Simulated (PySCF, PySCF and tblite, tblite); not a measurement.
# C6H9NOSi: telling isomers apart by computed NMR, part 1 of 3

Can the signals of one isomer of C6H9NOSi be assigned among several candidates?

Computed with tblite 0.8.0 (tight binding) and PySCF 2.14.0 (DFT, with response routines of our own); each step states its level. Atoms count from 0 throughout.

## Step 1: The molecule as given

18 atoms, charge 0, multiplicity 1; geometry from: MMFF94s geometry. This is the first candidate.

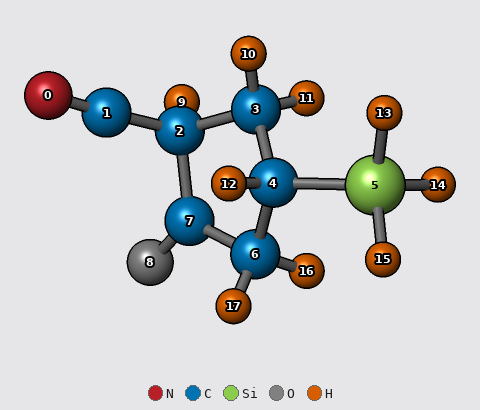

The starting geometry (nitrogen red, carbon blue, silicon green, oxygen grey, hydrogen orange), atoms numbered.

## Step 2: GFN2-xTB relaxation, isomer A, conformer 1

The job: settings as JSON, then the geometry in Å.

```
{"job": {"xc": "GFN2-xTB", "basis": "xTB", "kind": "relax"}, "charge": 0, "multiplicity": 1}
N      3.325400    -0.370100     1.422100
C      2.566900    -0.397000     0.524100
C      1.607500    -0.483500    -0.552300
C      0.260100    -1.066400    -0.106200
C     -0.547900     0.114800     0.458900
Si    -2.376200    -0.197000     0.733000
C     -0.222500     1.247600    -0.542600
C      1.185300     0.907100    -0.977500
O      1.886500     1.662800    -1.632100
H      1.987000    -1.037600    -1.407000
H      0.379100    -1.869600     0.647500
H     -0.256700    -1.519000    -0.961200
H     -0.127100     0.391500     1.437400
H     -2.535800    -1.308300     1.700100
H     -3.001900    -0.564900    -0.552700
H     -3.017700     1.034300     1.269400
H     -0.873600     1.241300    -1.415700
H     -0.247100     2.220600    -0.056900
```

The run is started by

```console
> OMP_NUM_THREADS=1 python ens_run.py task.json out
```

This one command runs the whole study; its stages follow in the order run.

The program printed:

```text
step      E/eV     max force
  0    -710.37076    3.885
  1    -710.04231   13.440
  2    -710.51748    1.837
  3    -710.51826    2.619
  4    -710.56332    0.541
  5    -710.57460    0.338
  6    -710.58359    0.369
  7    -710.58739    0.185
  8    -710.58954    0.109
  9    -710.59192    0.193
 10    -710.59376    0.173
 11    -710.59498    0.082
 12    -710.59569    0.066
 13    -710.59619    0.077
 14    -710.59659    0.063
 15    -710.59698    0.048
 16    -710.59744    0.059
 17    -710.59793    0.074
 18    -710.59838    0.065
 19    -710.59874    0.044
 20    -710.59905    0.041
 21    -710.59932    0.062
 22    -710.59950    0.051
 23    -710.59960    0.020
 24    -710.59960    0.020
 25    -710.59964    0.021
 26    -710.59971    0.048
 27    -710.59972    0.080
 28    -710.59976    0.041
 29    -710.59978    0.014
 30    -710.59983    0.021
 31    -710.59986    0.025
 32    -710.59989    0.015
 33    -710.59991    0.012
 34    -710.59993    0.015
 35    -710.59995    0.014
 36    -710.59997    0.013
 37    -710.60000    0.012
 38    -710.60003    0.015
 39    -710.60006    0.016
 40    -710.60009    0.012
 41    -710.60012    0.016
 42    -710.60016    0.020
 43    -710.60020    0.024
 44    -710.60025    0.023
 45    -710.60029    0.013
 46    -710.60032    0.014
 47    -710.60035    0.013
 48    -710.60037    0.012
 49    -710.60039    0.009
 50    -710.60041    0.011
 51    -710.60043    0.016
 52    -710.60045    0.014
 53    -710.60047    0.011
 54    -710.60048    0.010
 55    -710.60049    0.010
 56    -710.60051    0.014
 57    -710.60053    0.015
 58    -710.60055    0.015
 59    -710.60058    0.010
 60    -710.60059    0.012
 61    -710.60061    0.009
 62    -710.60061    0.007
 63    -710.60062    0.006
 64    -710.60062    0.008
 65    -710.60063    0.010
 66    -710.60064    0.007
 67    -710.60064    0.004
```

It took 0.67 s on 1 thread of AMD EPYC 7B13, shared host.

Relaxing gained 0.230 eV and moved the atoms by 0.06 Å on average (rms).

**GFN2-xTB relaxation, isomer A, conformer 2**

The job: settings as JSON, then the geometry in Å.

```
{"job": {"xc": "GFN2-xTB", "basis": "xTB", "kind": "relax"}, "charge": 0, "multiplicity": 1}
N      3.761700    -1.113800    -0.403300
C      2.600600    -1.005000    -0.272200
C      1.181800    -0.842500    -0.031200
C      0.836000     0.572700     0.482600
C     -0.571000     0.888500    -0.035100
Si    -2.006100     0.266000     1.037100
C     -0.540800     0.307700    -1.466100
C      0.391000    -0.876700    -1.314600
O      0.472000    -1.770400    -2.159400
H      0.771200    -1.608400     0.641200
H      1.542300     1.302900     0.089300
H      0.909300     0.610600     1.585200
H     -0.704500     1.979000    -0.089100
H     -1.907200     0.899600     2.374100
H     -1.850500    -1.193000     1.180900
H     -3.296000     0.591700     0.402900
H     -1.518900    -0.004600    -1.833100
H     -0.079600     1.001900    -2.163200
```

The program printed:

```text
step      E/eV     max force
  0    -710.32265    3.702
  1    -710.02791   12.468
  2    -710.46748    2.338
  3    -710.45479    3.235
  4    -710.52380    0.597
  5    -710.53512    0.349
  6    -710.54544    0.402
  7    -710.54917    0.182
  8    -710.55059    0.092
  9    -710.55243    0.210
 10    -710.55404    0.223
 11    -710.55518    0.119
 12    -710.55586    0.065
 13    -710.55644    0.101
 14    -710.55708    0.126
 15    -710.55772    0.093
 16    -710.55827    0.052
 17    -710.55871    0.071
 18    -710.55906    0.085
 19    -710.55936    0.057
 20    -710.55965    0.044
 21    -710.55994    0.064
 22    -710.56019    0.077
 23    -710.56040    0.054
 24    -710.56061    0.038
 25    -710.56061    0.038
 26    -710.56072    0.034
 27    -710.56091    0.104
 28    -710.56096    0.138
 29    -710.56107    0.084
 30    -710.56118    0.034
 31    -710.56138    0.046
 32    -710.56158    0.058
 33    -710.56171    0.040
 34    -710.56195    0.048
 35    -710.56221    0.057
 36    -710.56245    0.046
 37    -710.56261    0.034
 38    -710.56276    0.047
 39    -710.56298    0.064
 40    -710.56327    0.076
 41    -710.56356    0.065
 42    -710.56380    0.036
 43    -710.56404    0.058
 44    -710.56438    0.089
 45    -710.56484    0.101
 46    -710.56536    0.078
 47    -710.56582    0.057
 48    -710.56622    0.071
 49    -710.56656    0.071
 50    -710.56678    0.046
 51    -710.56690    0.021
 52    -710.56696    0.021
 53    -710.56702    0.035
 54    -710.56709    0.039
 55    -710.56716    0.029
 56    -710.56720    0.015
 57    -710.56723    0.011
 58    -710.56725    0.016
 59    -710.56728    0.019
 60    -710.56731    0.020
 61    -710.56734    0.019
 62    -710.56738    0.016
 63    -710.56742    0.017
 64    -710.56745    0.018
 65    -710.56750    0.025
 66    -710.56755    0.029
 67    -710.56761    0.026
 68    -710.56767    0.017
 69    -710.56772    0.018
 70    -710.56776    0.023
 71    -710.56782    0.026
 72    -710.56787    0.022
 73    -710.56792    0.020
 74    -710.56795    0.016
 75    -710.56798    0.016
 76    -710.56801    0.017
 77    -710.56804    0.013
 78    -710.56806    0.012
 79    -710.56809    0.016
 80    -710.56811    0.016
 81    -710.56814    0.021
 82    -710.56817    0.015
 83    -710.56820    0.013
 84    -710.56823    0.019
 85    -710.56826    0.018
 86    -710.56829    0.014
 87    -710.56831    0.011
 88    -710.56833    0.008
 89    -710.56834    0.009
 90    -710.56835    0.009
 91    -710.56837    0.011
 92    -710.56837    0.037
 93    -710.56839    0.010
 94    -710.56840    0.012
 95    -710.56841    0.008
 96    -710.56842    0.007
 97    -710.56842    0.005
 98    -710.56842    0.003
```

Run time: 0.97 s. Hardware: 1 thread of AMD EPYC 7B13, shared host.

Gain 0.246 eV; displacement 0.13 Å root mean square.

## Step 3: Shieldings, isomer A, conformer 1: PBE0/pcSseg-1

The job: settings as JSON, then the geometry in Å.

```
{"job": {"xc": "PBE0", "basis": "pcSseg-1", "kind": "nmr", "pop": true}, "charge": 0, "multiplicity": 1}
N      3.207447    -0.293136     1.411207
C      2.498522    -0.378126     0.518612
C      1.566858    -0.489414    -0.575528
C      0.240278    -1.095401    -0.095757
C     -0.516805     0.101128     0.486891
Si    -2.383512    -0.197282     0.738966
C     -0.190868     1.227546    -0.494071
C      1.192634     0.933712    -1.021706
O      1.884522     1.653145    -1.682019
H      2.050928    -1.037662    -1.388591
H      0.390300    -1.886624     0.638121
H     -0.294015    -1.513511    -0.951472
H     -0.053710     0.347847     1.448713
H     -2.557444    -1.308163     1.671911
H     -2.959117    -0.531854    -0.566146
H     -2.980717     1.031326     1.257614
H     -0.867998     1.219090    -1.353792
H     -0.236062     2.223697    -0.054608
```

The program printed:

```text
coarse grid: 15872 points
cycle   1  E = -652.6738507065  dE =  1.352e+00  |g| = 8.740e-01  |ddm| = 3.948e+00
cycle   2  E = -652.0763748366  dE =  5.975e-01  |g| = 1.955e+00  |ddm| = 2.647e+00
cycle   3  E = -652.8277029906  dE = -7.513e-01  |g| = 1.712e-01  |ddm| = 1.982e+00
cycle   4  E = -652.8330890186  dE = -5.386e-03  |g| = 9.095e-02  |ddm| = 2.168e-01
cycle   5  E = -652.8347917763  dE = -1.703e-03  |g| = 3.528e-02  |ddm| = 8.943e-02
cycle   6  E = -652.8350274276  dE = -2.357e-04  |g| = 9.118e-03  |ddm| = 2.918e-02
cycle   7  E = -652.8350442009  dE = -1.677e-05  |g| = 2.669e-03  |ddm| = 8.022e-03
cycle   8  E = -652.8350456763  dE = -1.475e-06  |g| = 5.900e-04  |ddm| = 3.195e-03
final grid: 149728 points
cycle   9  E = -652.8987713375  dE = -2.308e-05  |g| = 1.250e-02  |ddm| = 3.548e-02
cycle  10  E = -652.8986798896  dE =  9.145e-05  |g| = 2.522e-02  |ddm| = 2.981e-02
cycle  11  E = -652.8988019223  dE = -1.220e-04  |g| = 2.138e-03  |ddm| = 2.078e-02
cycle  12  E = -652.8988027934  dE = -8.711e-07  |g| = 6.338e-04  |ddm| = 1.849e-03
cycle  13  E = -652.8988028620  dE = -6.859e-08  |g| = 2.845e-04  |ddm| = 5.888e-04
cycle  14  E = -652.8988028792  dE = -1.720e-08  |g| = 5.890e-05  |ddm| = 2.441e-04
cycle  15  E = -652.8988028799  dE = -7.487e-10  |g| = 1.375e-05  |ddm| = 6.336e-05
converged SCF energy = -652.8988028799

GIAO shielding tensors (ppm)
atom      isotropic    diamagn.    paramagn.     s11        s22        s33       span
  0 N      -34.512     339.576    -374.088   -210.740   -187.865    295.070    505.809
  1 C       65.190     261.112    -195.922    -57.894    -38.150    291.614    349.507
  2 C      147.077     254.239    -107.162    135.947    146.468    158.815     22.868
  3 C      149.242     247.610     -98.368    127.519    152.636    167.570     40.051
  4 C      167.506     252.745     -85.239    149.783    171.738    180.998     31.216
  5 Si     412.885     879.809    -466.924    372.486    402.166    464.002     91.516
  6 C      143.122     252.324    -109.202    126.140    138.891    164.336     38.196
  7 C      -27.266     249.314    -276.580   -110.356    -26.224     54.781    165.137
  8 O     -335.765     393.636    -729.401   -931.577   -428.586    352.867   1284.444
  9 H       28.729      29.051      -0.322     24.451     27.551     34.184      9.732
 10 H       29.260      31.386      -2.126     24.766     28.052     34.961     10.194
 11 H       29.842      31.804      -1.962     24.445     29.680     35.400     10.955
 12 H       29.716      32.973      -3.257     25.943     28.141     35.062      9.119
 13 H       27.681      28.671      -0.990     24.036     25.774     33.233      9.197
 14 H       28.059      29.006      -0.947     24.770     26.407     33.000      8.230
 15 H       27.639      28.536      -0.896     23.975     25.591     33.352      9.377
 16 H       29.770      30.990      -1.221     25.049     29.194     35.065     10.016
 17 H       29.096      30.513      -1.417     25.242     27.483     34.563      9.322
```

Run time: 44 s. Hardware: 1 thread of AMD EPYC 7B13, shared host; peak memory 0.97 GiB.

This run: HOMO -7.74 eV, LUMO -1.37 eV; dipole 4.74 D.

## Step 4: Shieldings, isomer A, conformer 2: PBE0/pcSseg-1

The job: settings as JSON, then the geometry in Å.

```
{"job": {"xc": "PBE0", "basis": "pcSseg-1", "kind": "nmr", "pop": false}, "charge": 0, "multiplicity": 1}
N      3.662882    -1.059381    -0.517322
C      2.548330    -0.963829    -0.282688
C      1.149966    -0.781837     0.003421
C      0.835037     0.630200     0.515466
C     -0.555527     0.941000    -0.050244
Si    -1.971656     0.197272     1.001521
C     -0.503353     0.313277    -1.442353
C      0.303270    -0.946436    -1.271923
O      0.291329    -1.917321    -1.971286
H      0.838146    -1.556536     0.712275
H      1.573723     1.332186     0.117214
H      0.872714     0.685327     1.603016
H     -0.690686     2.022992    -0.122078
H     -1.829762     0.705215     2.365629
H     -1.868385    -1.262565     0.991017
H     -3.236611     0.615692     0.401312
H     -1.476477     0.100989    -1.884039
H      0.048300     0.950073    -2.142862
```

The program printed:

```text
coarse grid: 15872 points
cycle   1  E = -652.6700707893  dE =  1.359e+00  |g| = 8.756e-01  |ddm| = 3.966e+00
cycle   2  E = -652.0631672075  dE =  6.069e-01  |g| = 1.965e+00  |ddm| = 2.640e+00
cycle   3  E = -652.8254686283  dE = -7.623e-01  |g| = 1.673e-01  |ddm| = 1.962e+00
cycle   4  E = -652.8305425145  dE = -5.074e-03  |g| = 9.036e-02  |ddm| = 2.081e-01
cycle   5  E = -652.8322489693  dE = -1.706e-03  |g| = 3.458e-02  |ddm| = 9.179e-02
cycle   6  E = -652.8324727735  dE = -2.238e-04  |g| = 9.475e-03  |ddm| = 2.916e-02
cycle   7  E = -652.8324909839  dE = -1.821e-05  |g| = 2.714e-03  |ddm| = 8.575e-03
cycle   8  E = -652.8324924888  dE = -1.505e-06  |g| = 6.234e-04  |ddm| = 3.106e-03
final grid: 149728 points
cycle   9  E = -652.8960764611  dE = -2.708e-05  |g| = 1.190e-02  |ddm| = 3.268e-02
cycle  10  E = -652.8959968736  dE =  7.959e-05  |g| = 2.357e-02  |ddm| = 2.722e-02
cycle  11  E = -652.8961044571  dE = -1.076e-04  |g| = 2.255e-03  |ddm| = 1.908e-02
cycle  12  E = -652.8961054289  dE = -9.718e-07  |g| = 6.041e-04  |ddm| = 1.967e-03
cycle  13  E = -652.8961054887  dE = -5.980e-08  |g| = 2.953e-04  |ddm| = 5.946e-04
cycle  14  E = -652.8961055070  dE = -1.829e-08  |g| = 6.505e-05  |ddm| = 2.566e-04
cycle  15  E = -652.8961055079  dE = -9.250e-10  |g| = 1.453e-05  |ddm| = 7.139e-05
converged SCF energy = -652.8961055079

GIAO shielding tensors (ppm)
atom      isotropic    diamagn.    paramagn.     s11        s22        s33       span
  0 N      -33.771     339.497    -373.268   -201.137   -193.659    293.482    494.620
  1 C       64.547     258.184    -193.636    -57.960    -41.668    293.270    351.231
  2 C      151.423     251.963    -100.540    136.994    146.713    170.562     33.567
  3 C      150.304     246.754     -96.450    128.900    153.376    168.636     39.737
  4 C      169.130     251.184     -82.054    150.368    172.907    184.114     33.745
  5 Si     415.277     879.948    -464.671    372.561    409.011    464.259     91.698
  6 C      142.242     252.043    -109.801    123.363    140.079    163.283     39.920
  7 C      -26.422     249.002    -275.425   -111.512    -27.251     59.496    171.008
  8 O     -340.907     395.113    -736.020   -933.325   -440.018    350.622   1283.947
  9 H       28.821      29.307      -0.486     24.164     29.077     33.220      9.057
 10 H       29.140      31.074      -1.934     24.122     28.500     34.798     10.676
 11 H       29.191      30.948      -1.757     25.071     28.185     34.317      9.246
 12 H       29.869      31.525      -1.656     25.938     27.047     36.622     10.684
 13 H       27.879      29.076      -1.196     24.293     25.831     33.515      9.222
 14 H       28.091      29.156      -1.064     24.106     27.726     32.442      8.336
 15 H       27.903      29.023      -1.120     24.313     25.615     33.781      9.468
 16 H       29.430      30.754      -1.324     25.131     28.730     34.428      9.297
 17 H       28.947      29.892      -0.944     25.440     26.402     35.000      9.559
```

Wall time 48 s (1 thread of AMD EPYC 7B13, shared host); peak memory 0.98 GiB.

Key values: HOMO -7.82 eV, LUMO -1.34 eV; dipole 5.48 D.

## Step 5: The ensemble, isomer A: properties at PBE0/pcSseg-1

The job: settings as JSON, then the geometry in Å.

```
{"job": {"study": "conf", "smiles": "N#C[C@H]1C[C@H]([SiH3])CC1=O", "search": {"seed": 6785, "n_embed": 60, "ff_keep": 14, "window": 2.5, "nmax": 6, "temps": [250, 298.15, 350], "t_ref": 298.15, "order": 0.002}, "level": {"nmr": {"xc": "PBE0", "basis": "pcSseg-1"}}, "kind": "conf"}, "charge": 0, "multiplicity": 1}
N      3.207447    -0.293136     1.411207
C      2.498522    -0.378126     0.518612
C      1.566858    -0.489414    -0.575528
C      0.240278    -1.095401    -0.095757
C     -0.516805     0.101128     0.486891
Si    -2.383512    -0.197282     0.738966
C     -0.190868     1.227546    -0.494071
C      1.192634     0.933712    -1.021706
O      1.884522     1.653145    -1.682019
H      2.050928    -1.037662    -1.388591
H      0.390300    -1.886624     0.638121
H     -0.294015    -1.513511    -0.951472
H     -0.053710     0.347847     1.448713
H     -2.557444    -1.308163     1.671911
H     -2.959117    -0.531854    -0.566146
H     -2.980717     1.031326     1.257614
H     -0.867998     1.219090    -1.353792
H     -0.236062     2.223697    -0.054608
```

The program printed:

```text
conformer  sym    E(xTB)   E(DFT)   G(298.15 K)  weight  dipole/D
    1     C1      0.000    0.000    0.000   0.9337    4.736
    2     C1      0.743    1.469    1.567   0.0663    5.484

mean shielding (ppm) by class
class atoms           250 K   298.15 K      350 K
  0 N  0             -34.48    -34.463    -34.444
  1 C  1             65.163     65.148     65.131
  2 C  2            147.263    147.365    147.475
  3 C  3            149.287    149.312    149.339
  4 C  4            167.576    167.614    167.655
  5 Si 5            412.988    413.043    413.104
  6 C  6            143.085    143.064    143.042
  7 C  7             -27.23     -27.21    -27.189
  8 O  8           -335.986   -336.106   -336.237
  9 H  9             28.733     28.735     28.737
 10 H  10            29.254     29.252     29.249
 11 H  11            29.814     29.799     29.782
 12 H  12            29.722     29.726      29.73
 13 H  13,14,15        27.8     27.804     27.808
 14 H  16            29.755     29.747     29.738
 15 H  17             29.09     29.086     29.082
```

Run time: 97 s. Hardware: 1 thread of AMD EPYC 7B13, shared host. This counts the runs that the step sums up.

The search (ETKDG and KDG, MMFF94s, GFN2-xTB) embedded 60 structures, kept 2 distinct ones after the force field and 2 after xTB; 2 were carried on (window 2.5 kcal/mol at the search's own energies). Energies: PBE0/pcSseg-1 with D3(BJ).

The conformers at 298 K:

```tsv
no.	group	mirror pair	ΔE xTB	ΔE DFT	ΔG	weight (%)	μ (D)	A, B, C (GHz)
1	C1	no	0.00	0.00	0.00	93.4	4.74	2.28, 0.92, 0.74
2	C1	no	0.74	1.47	1.57	6.6	5.48	2.48, 0.94, 0.80
```

Energies in kcal/mol. ΔG holds xTB vibrations and rotation, symmetry numbers and mirror pairs.

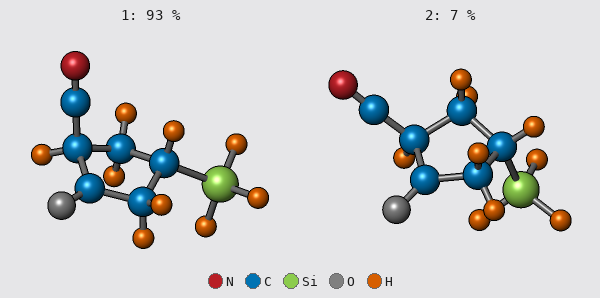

Conformers, most populated first.

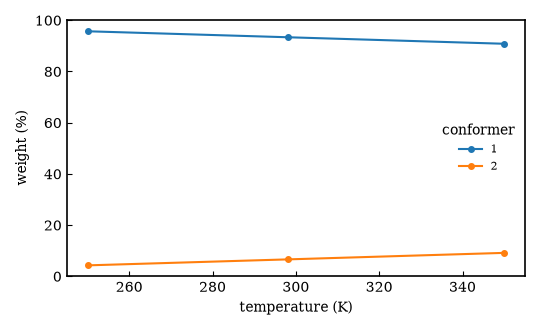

Weights against temperature.

How the weights hang on the way they are made:

```tsv
scheme	1	2	mean μ (D)
DFT free energy	93	7	4.79
DFT energy, symmetry counted	92	8	4.79
DFT energy alone	92	8	4.79
xTB energy, symmetry counted	78	22	4.90
xTB free energy	81	19	4.88
lowest conformer only	100	0	4.74
equal weights	50	50	5.11
```

Shifts against references run at the same level (¹H TMS 31.72, ¹⁵N NH3 267.7, ¹³C TMS 186.9, ¹⁷O H2O 336.1, ²⁹Si TMS 349.2 ppm of shielding), by class of atoms, at 298 K:

```tsv
atoms	environment	no. 1	no. 2	average
C7	ketone carbonyl carbon	214.2	213.3	214.1
C1	nitrile carbon	121.7	122.4	121.8
C6	sp3 CH2 α to a carbonyl	43.8	44.7	43.9
C2	sp3 CH α to a carbonyl	39.8	35.5	39.6
C3	sp3 CH2 in a ring	37.7	36.6	37.6
C4	sp3 CH bonded to Si	19.4	17.8	19.3
H13, H14, H15	hydrogen on a silicon bonded to C	3.92	3.76	3.91
H9	hydrogen on an sp3 CH α to a carbonyl	2.99	2.90	2.98
H17	hydrogen on an sp3 CH2 α to a carbonyl	2.62	2.77	2.63
H10	hydrogen on an sp3 CH2 in a ring	2.46	2.58	2.46
H12	hydrogen on an sp3 CH bonded to Si	2.00	1.85	1.99
H16	hydrogen on an sp3 CH2 α to a carbonyl	1.95	2.29	1.97
H11	hydrogen on an sp3 CH2 in a ring	1.88	2.53	1.92
N0	nitrile nitrogen	302.2	301.5	302.2
Si5	silicon bonded to C, 3 H	-63.7	-66.1	-63.9
O8	ketone oxygen	671.8	677.0	672.2
```

Effective distances for nuclear Overhauser effects, ⟨r⁻⁶⟩^(−1/6) over all pairs of two classes (Å): H16···H17 1.76; H10···H11 1.77; H12···H17 2.41; H10···H12 2.42; H9···H11 2.43; H9···H10 2.77; H11···H16 2.85; H11···H12 3.01.

(Continued in part 2 of 3.)
